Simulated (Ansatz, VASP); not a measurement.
# SnO2 (Cassiterite) in two plane-wave programs, part 2 of 3

Wanted: the spread between two codes on one cell, functional and k mesh.

VASP 6.6.1 and Ansatz 0.2.0.

So far. Step 3 (VASP: band structure, r2SCAN): The run ends at a pressure of 4.43 GPa, with forces up to 0.28 eV/Å.

## 4. Side by side

Known differences besides the PAW data sets themselves: VASP keeps PBE cores, Ansatz makes them for the functional; the cutoff is 500 eV in Ansatz and 520 eV in VASP. Total energies have different zeros and are not compared.

Both answers:

| quantity | Ansatz | VASP | difference |
| --- | --- | --- | --- |
| pressure (GPa) | 3.28 | 4.43 | -1.15 |
| gap over the path points (eV) | 1.956 | 1.984 | -0.028 |

Forces (eV/Å; atoms numbered as in POSCAR):

| atom | Ansatz x, y, z | VASP x, y, z |
| --- | --- | --- |
| Sn1 | 0.000, 0.000, 0.000 | 0.000, 0.000, 0.000 |
| Sn2 | 0.000, 0.000, 0.000 | 0.000, 0.000, 0.000 |
| O3 | -0.173, -0.173, 0.000 | -0.197, -0.197, 0.000 |
| O4 | 0.173, -0.173, 0.000 | 0.197, -0.197, 0.000 |
| O5 | 0.173, 0.173, 0.000 | 0.197, 0.197, 0.000 |
| O6 | -0.173, 0.173, 0.000 | -0.197, 0.197, 0.000 |

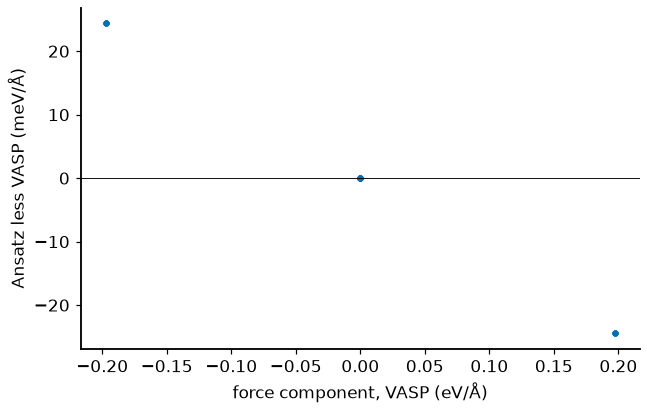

Difference of the force components against their size.

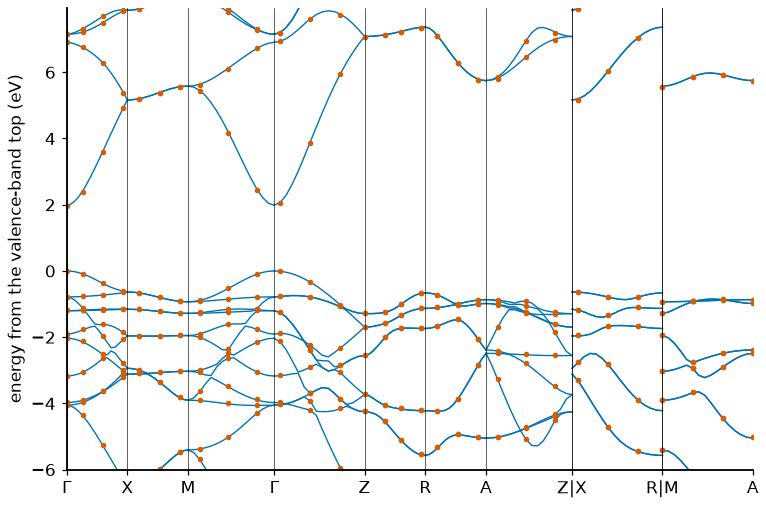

Bands from VASP (lines) and levels from Ansatz (dots). Dots without a line are higher empty bands that the VASP plot leaves out.

Levels at points of the path, from each program's valence-band top (eV; 4 filled, then empty):

| k (reciprocal lattice) | Ansatz | VASP |
| --- | --- | --- |
| 0.000 0.000 0.000 | -1.19 -0.77 -0.77 0.00 1.96 6.91 7.15 | -1.20 -0.78 -0.78 0.00 1.98 6.90 7.15 |
| 0.000 0.133 0.000 | -1.17 -1.12 -0.76 -0.09 2.40 6.75 7.21 | -1.19 -1.12 -0.77 -0.09 2.42 6.75 7.21 |
| 0.000 0.300 0.000 | -1.17 -1.14 -0.72 -0.38 3.60 6.27 7.50 | -1.18 -1.16 -0.73 -0.38 3.62 6.28 7.50 |
| 0.000 0.467 0.000 | -1.15 -1.14 -0.65 -0.61 4.91 5.37 7.84 | -1.16 -1.16 -0.66 -0.61 4.93 5.39 7.84 |
| 0.100 0.500 0.000 | -1.15 -1.15 -0.66 -0.66 5.19 5.19 7.92 | -1.17 -1.17 -0.67 -0.67 5.20 5.20 7.92 |
| 0.267 0.500 0.000 | -1.21 -1.21 -0.80 -0.80 5.38 5.38 8.13 | -1.23 -1.23 -0.80 -0.80 5.39 5.39 8.13 |
| 0.433 0.500 0.000 | -1.26 -1.26 -0.91 -0.91 5.55 5.55 8.29 | -1.28 -1.28 -0.92 -0.92 5.56 5.56 8.30 |
| 0.433 0.433 0.000 | -1.26 -1.25 -0.92 -0.89 5.44 5.62 8.27 | -1.28 -1.26 -0.92 -0.89 5.45 5.64 8.27 |
| 0.267 0.267 0.000 | -1.23 -1.15 -0.84 -0.53 4.18 6.11 7.82 | -1.25 -1.16 -0.85 -0.53 4.20 6.12 7.81 |
| 0.100 0.100 0.000 | -1.16 -1.14 -0.78 -0.10 2.45 6.72 7.29 | -1.17 -1.14 -0.79 -0.10 2.47 6.72 7.28 |

The forces differ by 16 meV/Å r.m.s., which is 12.4 % of the r.m.s. force of 0.13 eV/Å (both taken over all components). Among the levels compared (up to four filled and three empty ones at each point), filled levels agree within 16 meV and empty ones within 28 meV. Ansatz's pressure holds a Pulay correction of 0.08 GPa; VASP's holds none.

## 5. Looking for the cause

The difference is large enough to ask for its cause, so further runs change the set-up of one program at a time, as the table lists.

| run | r.m.s. force difference (meV/Å) |
| --- | --- |
| as above | 16 |
| cores kept as stored, as VASP does | 16 |
| Ansatz's all-electron LAPW method | 17 |
| Ansatz's larger PAW set (cutoff 900 eV) | 16 |
| norm-conserving potentials (cutoff 1290 eV) | 20 |

## 6. VASP: band structure, BLYP

Levels along a path test the potential and the projectors away from the mesh points.

The input, INCAR:

```
SYSTEM = SnO2
PREC = Accurate
ENCUT = 520
EDIFF = 1E-06
NELM = 100
ISMEAR = 0
SIGMA = 0.02
LREAL = .FALSE.
ALGO = Normal
GGA = B5
ALDAX = 1
AGGAX = 1
AGGAC = 1
ALDAC = 0
NBANDS = 42
LORBIT = 11
LWAVE = .FALSE.
LCHARG = .FALSE.
KPAR = 4
NCORE = 2
```

The input, POSCAR:

```
SnO2
1.0
    4.7380000000      0.0000000000      0.0000000000
    0.0000000000      4.7380000000      0.0000000000
    0.0000000000      0.0000000000      3.1865000000
Sn O
2 4
Direct
    0.0000000000      0.0000000000      0.0000000000
    0.5000000000      0.5000000000      0.5000000000
    0.3071000000      0.3071000000      0.0000000000
    0.1929000000      0.8071000000      0.5000000000
    0.6929000000      0.6929000000      0.0000000000
    0.8071000000      0.1929000000      0.5000000000
```

The input, KPOINTS:

```
Automatic mesh
0
Gamma
3 3 4
0 0 0
```

The input, KPOINTS_OPT:

```
Line mode
16
Line-mode
Reciprocal
  0.00000000   0.00000000   0.00000000 GAMMA
  0.00000000   0.50000000   0.00000000 X

  0.00000000   0.50000000   0.00000000 X
  0.50000000   0.50000000   0.00000000 M

  0.50000000   0.50000000   0.00000000 M
  0.00000000   0.00000000   0.00000000 GAMMA

  0.00000000   0.00000000   0.00000000 GAMMA
  0.00000000   0.00000000   0.50000000 Z

  0.00000000   0.00000000   0.50000000 Z
  0.00000000   0.50000000   0.50000000 R

  0.00000000   0.50000000   0.50000000 R
  0.50000000   0.50000000   0.50000000 A

  0.50000000   0.50000000   0.50000000 A
  0.00000000   0.00000000   0.50000000 Z

  0.00000000   0.50000000   0.00000000 X
  0.00000000   0.50000000   0.50000000 R

  0.50000000   0.50000000   0.00000000 M
  0.50000000   0.50000000   0.50000000 A
```

The projector-augmented-wave data sets are Sn_d and O (PBE family, release 64).

The run is started by

```
$ mpirun -np 8 vasp_std
```

Numbers of over 12 decimals in the logs are rounded to 6 here.

Output:

```text
[banner, memory and clock lines left out]
running    8 mpi-ranks, on    1 nodes
[...]
[... a notice as in an earlier step ...]

 LDA part: xc-table for (Slater(with rela. corr.)+VWN5), standard interpolation
 POSCAR, INCAR and KPOINTS ok, starting setup
[...]
entering main loop
       N       E                     dE             d eps       ncg     rms          rms(c)
DAV:   1     0.609540244371E+03    0.60954E+03   -0.24039E+04   914   0.195E+03
DAV:   2     0.605126128510E+02   -0.54903E+03   -0.50349E+03   804   0.557E+02
DAV:   3    -0.372262450905E+02   -0.97739E+02   -0.95717E+02   878   0.180E+02
DAV:   4    -0.420807232623E+02   -0.48545E+01   -0.48420E+01   832   0.444E+01
[...]
DAV:  12    -0.345344235398E+02   -0.97192E-06   -0.11152E-05  1050   0.202E-02    0.916E-03
DAV:  13    -0.345344218022E+02    0.17376E-05   -0.32473E-06   860   0.252E-02    0.751E-04
DAV:  14    -0.345344218154E+02   -0.13197E-07   -0.41817E-07   472   0.392E-03
   1 F= -.34534422E+02 E0= -.34534422E+02  d E =-.227108E-51
 Start KPOINTS_OPT (optional k-point list driver)
k-point batch [1-9\144]
       N       E                     dE             ncg
DAV:   1     0.338631942520E+04    0.22551E+04      918
DAV:   2    -0.148519736448E+04   -0.48715E+04      764
DAV:   3    -0.232771499805E+04   -0.84252E+03      870
DAV:   4    -0.236807119594E+04   -0.40356E+02      888
DAV:   5    -0.236899868047E+04   -0.92748E+00      968
DAV:   6    -0.236903059186E+04   -0.31911E-01      934
DAV:   7    -0.236903290915E+04   -0.23173E-02     1160
DAV:   8    -0.236903291907E+04   -0.99125E-05      912
DAV:   9    -0.236903291935E+04   -0.28346E-06      630
[...]
k-point batch [136-144\144]
       N       E                     dE             ncg
DAV:   1     0.352570626505E+04   -0.13461E+05      886
DAV:   2    -0.147892937238E+04   -0.50046E+04      764
DAV:   3    -0.240608528784E+04   -0.92716E+03      866
DAV:   4    -0.245527853423E+04   -0.49193E+02      882
DAV:   5    -0.245644202261E+04   -0.11635E+01      922
DAV:   6    -0.245648618353E+04   -0.44161E-01      910
DAV:   7    -0.245648922437E+04   -0.30408E-02     1086
DAV:   8    -0.245648923508E+04   -0.10705E-04      864
DAV:   9    -0.245648923521E+04   -0.13334E-06      536
```

Parts of OUTCAR (step 6):

```text
  Total        7.2584452      7.2584452      9.3848938     -0.0000000      0.0000000      0.0000000
  in kB      162.5736482    162.5736482    210.2015473     -0.0000000      0.0000000      0.0000000
  external PRESSURE =     178.4496146 kB  Pullay stress =       0.0000000 kB

 POSITION                                       TOTAL-FORCE (eV/Angst)
 -----------------------------------------------------------------------------------
      0.00000      0.00000      0.00000         0.000000      0.000000      0.000000
      2.36900      2.36900      1.59325         0.000000      0.000000      0.000000
      1.45504      1.45504      0.00000        -0.265739     -0.265739      0.000000
      0.91396      3.82404      1.59325         0.265739     -0.265739      0.000000
      3.28296      3.28296      0.00000         0.265739      0.265739      0.000000
      3.82404      0.91396      1.59325        -0.265739      0.265739      0.000000
 -----------------------------------------------------------------------------------
    total drift:                               -0.000000      0.000000      0.000000

  FREE ENERGIE OF THE ION-ELECTRON SYSTEM (eV)
  ---------------------------------------------------
  free  energy   TOTEN  =       -34.5344218154 eV

  energy  without entropy=      -34.5344218154  energy(sigma->0) =      -34.53442182

[... 2 parts as in an earlier step ...]

[... 1 further part left out ...]
[key lines of the parts left out:]
E-fermi :   6.6772
```

The run ends at a pressure of 17.84 GPa, with forces up to 0.38 eV/Å.

## 7. Ansatz: band structure, BLYP

The same cell, functional (in two slightly different forms), mesh and smearing now go to Ansatz, which takes its cutoff from its data sets.

The input, input.yaml:

```yaml
crystal:
  lattice:
    - [4.738, 0.0, 0.0]
    - [0.0, 4.738, 0.0]
    - [0.0, 0.0, 3.1865]
  atoms:
    - { symbol: Sn, position: [0.0, 0.0, 0.0] }
    - { symbol: Sn, position: [0.5, 0.5, 0.5] }
    - { symbol: O, position: [0.3071, 0.3071, 0.0] }
    - { symbol: O, position: [0.1929, 0.8071, 0.5] }
    - { symbol: O, position: [0.6929, 0.6929, 0.0] }
    - { symbol: O, position: [0.8071, 0.1929, 0.5] }
hamiltonian:
  xc: blyp
  pseudopotentials: { kind: paw }
kpoints:
  mp_grid: { grid: [3, 3, 4] }
  band_path:
    path:
      - [0.0, 0.0, 0.0]
      - [0.0, 0.13333, 0.0]
      - [0.0, 0.3, 0.0]
      - [0.0, 0.46667, 0.0]
      - [0.1, 0.5, 0.0]
      - [0.26667, 0.5, 0.0]
      - [0.43333, 0.5, 0.0]
      - [0.43333, 0.43333, 0.0]
      - [0.26667, 0.26667, 0.0]
      - [0.1, 0.1, 0.0]
      - [0.0, 0.0, 0.03333]
      - [0.0, 0.0, 0.2]
      - [0.0, 0.0, 0.36667]
      - [0.0, 0.0, 0.5]
      - [0.0, 0.16667, 0.5]
      - [0.0, 0.3, 0.5]
      - [0.0, 0.46667, 0.5]
      - [0.1, 0.5, 0.5]
      - [0.26667, 0.5, 0.5]
      - [0.43333, 0.5, 0.5]
      - [0.43333, 0.43333, 0.5]
      - [0.26667, 0.26667, 0.5]
      - [0.1, 0.1, 0.5]
      - [0.0, 0.5, 0.03333]
      - [0.0, 0.5, 0.2]
      - [0.0, 0.5, 0.36667]
      - [0.5, 0.5, 0.0]
      - [0.5, 0.5, 0.16667]
      - [0.5, 0.5, 0.33333]
      - [0.5, 0.5, 0.5]
    npoints: 1
scf:
  occupations: { method: gaussian, width: 0.02 }
  n_extra_bands: 9
output:
  forces: true
  stress: true
  eigenvalues: true
```

The run is started by

```
$ ansatz run input.yaml --threads 4 --pin off --max-ram 9216MiB --backend cpu --events-out ev --progress --plain --runs-dir out
```

Output:

```text
[...]
Crystal: 6 atoms, lattice volume = 71.533 Å³
Basis set: ecut = 420 eV, 1411 PW (Γ), exchange–correlation on 64×64×48 points (8 copies of the dense FFT grid, shifted against one another)
Bands: 35, of which v1, the nominal top of the filled ones, is band 26 counted from 1 (25 counted from 0)
Symmetry: 16 space group operations
[...]
k-points: 9 of 36
[...]
k-point 0: bands = [... 22 lower, 8.6359, 9.0663, 9.0663, 9.8259, 11.1413, 15.9948, 16.3348, 16.3348, ... 5 higher]
  k-point 1: bands = [... 22 lower, 7.3819, 9.0023, 9.0023, 9.3351, 13.6819, 16.7260, 18.3892, 18.3892, ... 5 higher]
  k-point 2: bands = [... 22 lower, 8.2047, 8.2047, 8.5939, 8.5939, 16.0159, 16.0159, 19.7920, 19.7920, ... 5 higher]
  k-point 8: bands = [... 22 lower, 8.7347, 8.7966, 8.8110, 8.9035, 15.1794, 15.4227, 18.3247, 19.3596, ... 5 higher]
[key lines of the parts left out:]
SCF converged after 6 iterations
Free energy (F): -14357.796392 eV
Fermi energy:    10.483588 eV
P = ⅓ Tr σ = 16.6359 GPa (166.359 kbar)
```

The job ended after 1.1 s (4 threads of Arm Neoverse V2, shared host; peak memory 0.33 GiB; 3.6 s of CPU time).

## 8. Differences

What differs besides the data sets and the points named for the pairs above, as far as they apply: the cutoff is 420 eV in Ansatz and 520 eV in VASP; Ansatz makes its cores anew for this functional, VASP keeps those of its PBE data sets; VASP leaves aspherical gradient terms in its spheres out (LASPH is not set), Ansatz keeps them; VASP's log shows a relativistic correction to its local exchange, Ansatz's none. Total energies have different zeros and are not compared.

The two programs side by side:

| quantity | Ansatz | VASP | difference |
| --- | --- | --- | --- |
| pressure (GPa) | 16.64 | 17.84 | -1.21 |
| gap over the path points (eV) | 1.315 | 1.348 | -0.033 |

Forces (eV/Å; atoms numbered as in POSCAR):

| atom | Ansatz x, y, z | VASP x, y, z |
| --- | --- | --- |
| Sn1 | 0.000, 0.000, 0.000 | 0.000, 0.000, 0.000 |
| Sn2 | 0.000, 0.000, 0.000 | 0.000, 0.000, 0.000 |
| O3 | -0.246, -0.246, 0.000 | -0.266, -0.266, 0.000 |
| O4 | 0.246, -0.246, 0.000 | 0.266, -0.266, 0.000 |
| O5 | 0.246, 0.246, 0.000 | 0.266, 0.266, 0.000 |
| O6 | -0.246, 0.246, 0.000 | -0.266, 0.266, 0.000 |

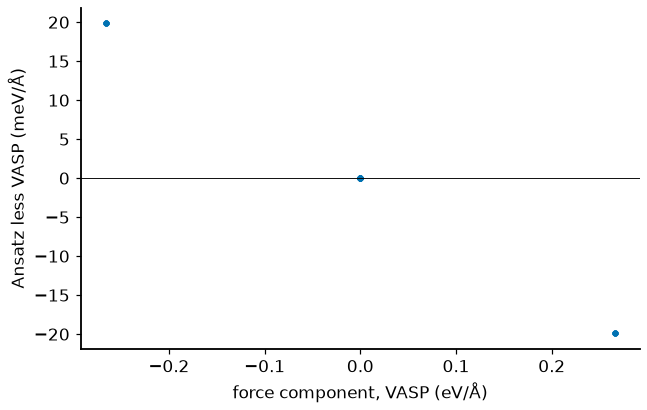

Difference of the force components against their size.

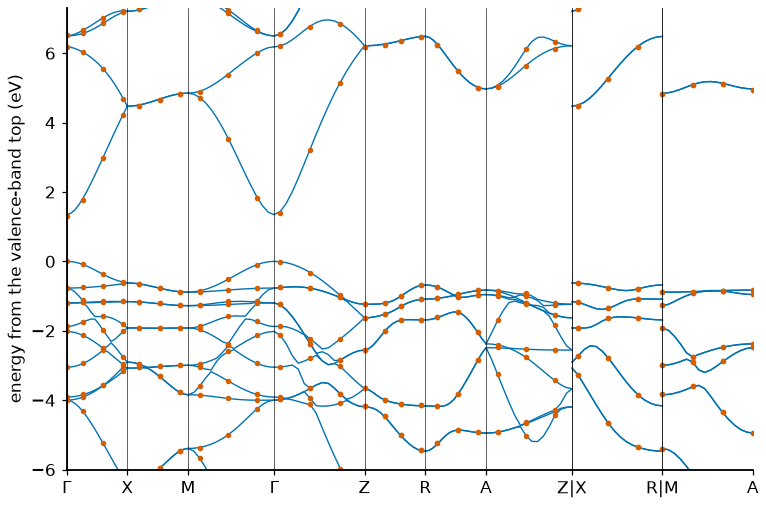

Bands from VASP (lines) and levels from Ansatz (dots). Dots without a line are higher empty bands that the VASP plot leaves out.

Levels at points of the path, from each program's valence-band top (eV; 4 filled, then empty):

| k (reciprocal lattice) | Ansatz | VASP |
| --- | --- | --- |
| 0.000 0.000 0.000 | -1.19 -0.76 -0.76 0.00 1.31 6.17 6.51 | -1.20 -0.77 -0.77 0.00 1.35 6.18 6.50 |
| 0.000 0.133 0.000 | -1.18 -1.13 -0.75 -0.09 1.78 6.02 6.58 | -1.19 -1.13 -0.76 -0.09 1.81 6.03 6.57 |
| 0.000 0.300 0.000 | -1.17 -1.15 -0.71 -0.37 2.97 5.54 6.87 | -1.18 -1.16 -0.71 -0.37 2.99 5.55 6.86 |
| 0.000 0.467 0.000 | -1.15 -1.15 -0.64 -0.59 4.22 4.67 7.19 | -1.16 -1.16 -0.64 -0.60 4.24 4.69 7.18 |
| 0.100 0.500 0.000 | -1.16 -1.16 -0.65 -0.65 4.49 4.49 7.26 | -1.17 -1.17 -0.65 -0.65 4.51 4.51 7.25 |
| 0.267 0.500 0.000 | -1.21 -1.21 -0.77 -0.77 4.66 4.66 7.46 | -1.22 -1.22 -0.77 -0.77 4.68 4.68 7.45 |
| 0.433 0.500 0.000 | -1.26 -1.26 -0.88 -0.88 4.81 4.81 7.62 | -1.27 -1.27 -0.88 -0.88 4.83 4.83 7.61 |
| 0.433 0.433 0.000 | -1.26 -1.25 -0.88 -0.85 4.71 4.88 7.59 | -1.27 -1.26 -0.88 -0.85 4.73 4.90 7.59 |
| 0.267 0.267 0.000 | -1.23 -1.15 -0.82 -0.51 3.52 5.38 7.15 | -1.24 -1.17 -0.83 -0.52 3.54 5.39 7.14 |
| 0.100 0.100 0.000 | -1.17 -1.15 -0.77 -0.10 1.83 5.99 6.63 | -1.18 -1.16 -0.78 -0.10 1.86 6.00 6.62 |

The forces differ by 13 meV/Å r.m.s., which is 7.5 % of the r.m.s. force of 0.18 eV/Å (both taken over all components). Among the levels compared (up to four filled and three empty ones at each point), filled levels agree within 12 meV and empty ones within 33 meV. Ansatz's pressure holds a Pulay correction of 1.06 GPa; VASP's holds none.

## 9. Looking for the cause

The difference is large enough to ask for its cause, so further runs change the set-up of one program at a time, as the table lists.

| run | r.m.s. force difference (meV/Å) |
| --- | --- |
| as above | 13 |
| cores kept as stored, as VASP does | 13 |
| Ansatz's all-electron LAPW method | 13 |
| Ansatz's larger PAW set (cutoff 900 eV) | 13 |
| norm-conserving potentials (cutoff 1240 eV) | 9.2 |

## 10. Ansatz: band structure, B3LYP

Levels along a path test the potential and the projectors away from the mesh points.

input.yaml, the sections that differ from step 7:

```yaml
hamiltonian:
  xc: b3lyp
  pseudopotentials: { kind: paw }
kpoints:
  mp_grid: { grid: [3, 3, 4] }
  band_path:
    path:
      - [0.0, 0.0, 0.0]
      - [0.0, 0.4, 0.0]
      - [0.3, 0.5, 0.0]
      - [0.3, 0.3, 0.0]
      - [0.0, 0.0, 0.1]
      - [0.0, 0.0, 0.5]
      - [0.0, 0.4, 0.5]
      - [0.3, 0.5, 0.5]
      - [0.3, 0.3, 0.5]
      - [0.0, 0.5, 0.1]
      - [0.5, 0.5, 0.0]
      - [0.5, 0.5, 0.5]
    npoints: 1
# crystal, scf, output: as in step 7
```

Output:

```text
[...]
--- Band table (eV; the first three rows and the last of 9) ---
  k-point 0: bands = [... 22 lower, 7.2003, 7.5182, 7.5182, 8.2272, 11.5276, 16.6405, 16.8332, 16.8332, ... 5 higher]
  k-point 1: bands = [... 22 lower, 5.9095, 7.4333, 7.4333, 7.7024, 14.1800, 17.5151, 19.0304, 19.0304, ... 5 higher]
  k-point 2: bands = [... 22 lower, 6.5005, 6.5005, 6.9123, 6.9123, 16.7606, 16.7606, 20.4491, 20.4491, ... 5 higher]
  k-point 8: bands = [... 22 lower, 7.1119, 7.1270, 7.2392, 7.4046, 15.8033, 16.0581, 18.9617, 19.9616, ... 5 higher]
[key lines of the parts left out:]
Free energy (F): -14354.848664 eV
Fermi energy:    9.877359 eV
P = ⅓ Tr σ = 7.8175 GPa (78.175 kbar)
```

Wall time 32 s (4 threads); peak memory 0.86 GiB; 1.9 min of CPU time.

## 11. VASP: band structure, B3LYP

The same cell, functional (in two slightly different forms), mesh and smearing now go to VASP, with its own data sets and cutoff.

The input, INCAR:

```
SYSTEM = SnO2
PREC = Accurate
ENCUT = 520
EDIFF = 1E-06
NELM = 100
ISMEAR = 0
SIGMA = 0.02
LREAL = .FALSE.
ALGO = Normal
LHFCALC = .TRUE.
AEXX = 0.2
GGA = B3
AGGAX = 0.72
AGGAC = 0.81
ALDAC = 0.19
LASPH = .TRUE.
NBANDS = 32
PRECFOCK = Fast
HFRCUT = -1
LORBIT = 11
LWAVE = .FALSE.
LCHARG = .FALSE.
KPAR = 4
```

POSCAR is that of step 6.

KPOINTS is that of step 6.

Edit KPOINTS_OPT of step 6 so:

```diff
@@ -1,3 +1,3 @@
 Line mode
-16
+6
 Line-mode
```

The run is started by

```
$ mpirun -np 8 vasp_std
```

Output:

```text
[banner, memory and clock lines left out]
running    8 mpi-ranks, on    1 nodes
[...]
|                                                                             |
|           W    W    AA    RRRRR   N    N  II  N    N   GGGG   !!!           |
|           W    W   A  A   R    R  NN   N  II  NN   N  G    G  !!!           |
|           W    W  A    A  R    R  N N  N  II  N N  N  G       !!!           |
|           W WW W  AAAAAA  RRRRR   N  N N  II  N  N N  G  GGG   !            |
|           WW  WW  A    A  R   R   N   NN  II  N   NN  G    G                |
|           W    W  A    A  R    R  N    N  II  N    N   GGGG   !!!           |
|                                                                             |
|     For optimal performance we recommend to set                             |
|       NCORE = 2 up to number-of-cores-per-socket                            |
|     NCORE specifies how many cores store one orbital (NPAR=cpu/NCORE).      |
|     This setting can greatly improve the performance of VASP for DFT.       |
[...]
DAV:   9    -0.458375389310E+02    0.10534E-06   -0.19074E-06   480   0.134E-02
   1 F= -.45837539E+02 E0= -.45837539E+02  d E =-.436923E-26
 Start KPOINTS_OPT (optional k-point list driver)
k-point batch [1-9\54]
       N       E                     dE             ncg
DAV:   1     0.350338482093E+04   -0.17398E+04      624
DAV:   2    -0.231232422568E+04   -0.58157E+04      632
DAV:   3    -0.332423277178E+04   -0.10119E+04      640
DAV:   4    -0.338585111800E+04   -0.61618E+02      696
[...]
DAV:   8    -0.338778709343E+04   -0.55450E-04      704
DAV:   9    -0.338778709518E+04   -0.17474E-05      488
DAV:  10    -0.338778709534E+04   -0.16836E-06      488
[...]
k-point batch [46-54\54]
       N       E                     dE             ncg
DAV:   1     0.317978791031E+04   -0.12290E+05      656
DAV:   2    -0.244906275029E+04   -0.56289E+04      648
DAV:   3    -0.340497747921E+04   -0.95591E+03      664
DAV:   4    -0.345850526496E+04   -0.53528E+02      688
DAV:   5    -0.346026956636E+04   -0.17643E+01      760
DAV:   6    -0.346033270457E+04   -0.63138E-01      824
DAV:   7    -0.346033503289E+04   -0.23283E-02      840
DAV:   8    -0.346033507311E+04   -0.40222E-04      792
DAV:   9    -0.346033507352E+04   -0.40662E-06      496
```

(Continued in part 3 of 3.)

[Lines on the potential files, build, host, timing and source positions are cut from VASP's logs without a mark.]

[Logs are printed without paths, hosts, clocks, repeated set-up lines and the standing remarks that a program may print on its own settings, such as how far it seeks lower states.]

[Hosts, paths, dates, database ids (printed as entryN), source tags and the programs' standing remarks are cut or masked in the printed files.]
